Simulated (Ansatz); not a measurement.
## Electronic structure of BrH5N2Si (SMILES N[SiH](N)Br) in real space

The calculation's input:

```
crystal:
  periodic: [false, false, false]
  atoms:
    - symbol: Br
      position_ang: [-0.426107, -0.005122, -3.552324]
    - symbol: "N"
      position_ang: [-1.152571, -0.295738, -0.220453]
    - symbol: "N"
      position_ang: [0.414687, 1.803172, -1.106397]
    - symbol: Si
      position_ang: [0.074560, 0.138148, -1.335936]
    - symbol: H
      position_ang: [-1.322143, -1.273652, -0.016138]
    - symbol: H
      position_ang: [-2.005836, 0.249320, -0.170503]
    - symbol: H
      position_ang: [1.147090, -0.868337, -1.152010]
    - symbol: H
      position_ang: [0.654287, 2.149706, -0.185385]
    - symbol: H
      position_ang: [0.806976, 2.365959, -1.849280]
basis:
  gaussian: {orbitals: def2-TZVPD}
hamiltonian: {xc: {name: PBE0}}
output: {forces: true, orbitals: {seedname: orbitals}}
```

Command:

```sh
ansatz run input.yaml --threads 1 --pin off --max-ram 2610MiB --events-out events.jsonl --progress --plain --runs-dir runs
```

Geometry: B3LYP/6-31G*.

These are results of isolated molecule in a Gaussian basis; Kohn-Sham density functional theory, functional PBE0 in Ansatz 0.2.0, not measurements.

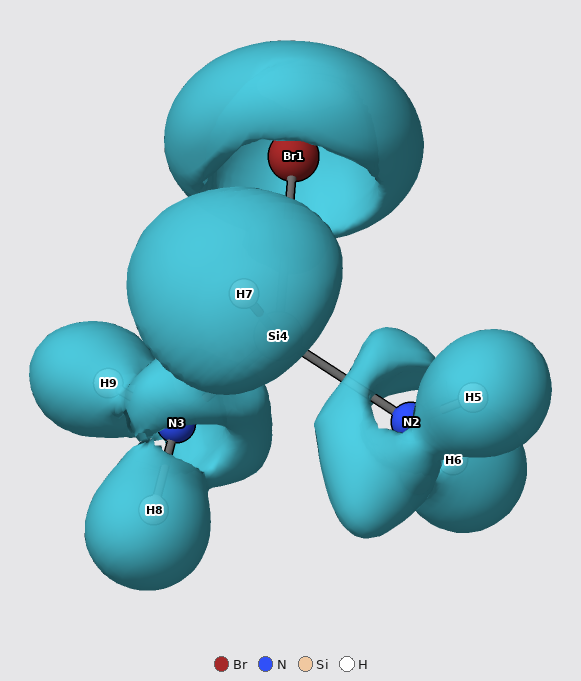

Figure 1. Isosurface of the ELF at 0.8 (cyan), seen at a tilt. Core shells and regions of very low density are left out.

Q: Identify the bonds, lone pairs and shells in this picture.

A: At this value the surface marks out one region between bonded Br–Si atoms (shared pairs), one region around a hydrogen nucleus, one ring or bowl of non-bonding electrons around Br and two joined regions spread over several atoms (H, N), in which their bonds and any lone pairs are merged. Profiles from the grid: Si–N (1.71 Å): the ELF peaks at about 0.90 between the atoms (a polar covalent bond). Si–Br (2.28 Å): the ELF peaks at about 0.85 between the atoms (a shared but strongly polarised pair).

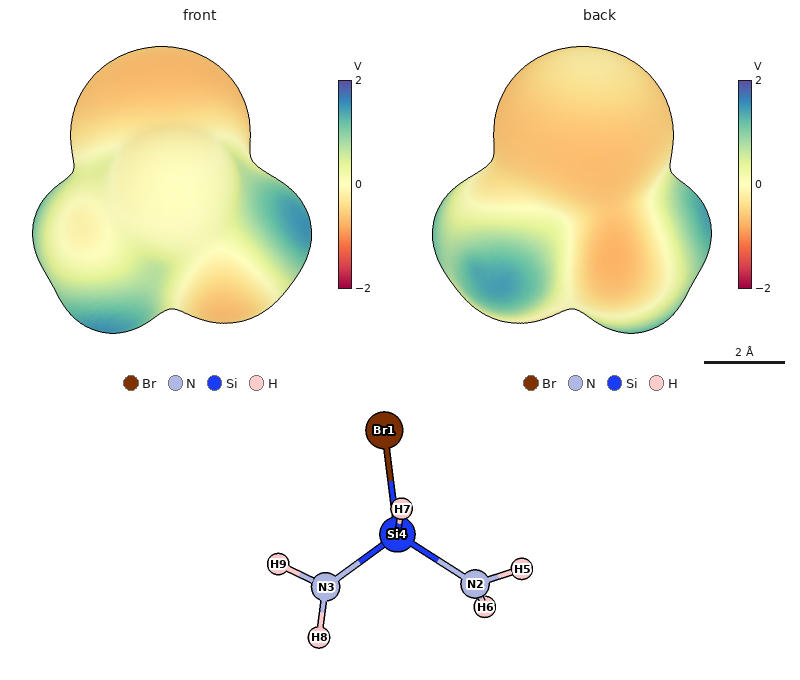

Figure 2. The electrostatic potential painted on the density surface at 0.001 e/bohr³, seen from the front and from behind; the colour scale runs from red (negative) to blue (positive). The bare structure is drawn below in the same view.

Q: Which sites attract a positive test charge, and which a negative one?

A: A positive charge is drawn to the negative regions and a negative charge to the positive ones. The most negative region (about −0.7 V, or −16 kcal/mol for a unit charge) lies over Br1 and N3, the most positive (about +1.5 V, or +35 kcal/mol for a unit charge) over H5, H6 and H8.

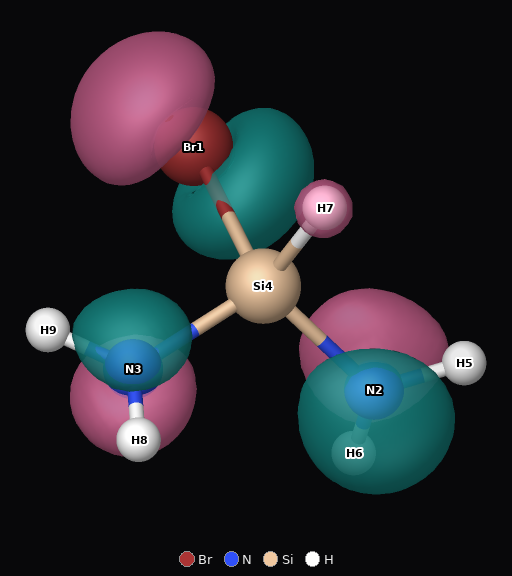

Figure 3. The HOMO at ±0.15 Å⁻³ᐟ² (teal and pink are the two phases), seen at a tilt.

Q: Where does this orbital lie, and at what energy?

A: By Hirshfeld shares it lies mainly on Br1 (about 35 %), N2 (about 30 %) and N3 (about 15 %); largely a combination of lone pairs on Br1, N2 and N3. Its energy is −7.78 eV.
